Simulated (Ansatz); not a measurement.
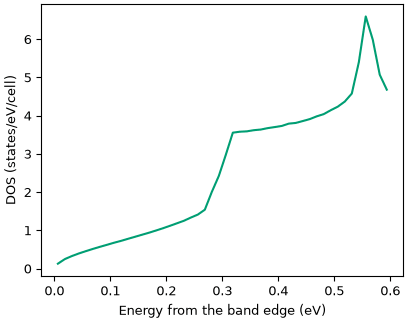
Figure: Density of states of BaO (Fm-3m) below the valence band maximum, PBEsol, rigid bands (Ansatz, an electronic-structure program); cell volume 41.4 Å³.

What effective density of states at 300 K does this give (∫ g(E) exp(−E/k_BT) dE, both spins, divided by the cell's size)?

1.7e20 cm⁻³, a density-of-states mass of 3.5 mₑ, valleys and band degeneracy included.

Spin-orbit coupling is left out; where it splits the top of the valence band, N_v and the p-type Seebeck coefficient come out somewhat high without it. Geometry: cell and atoms relaxed with PBEsol.
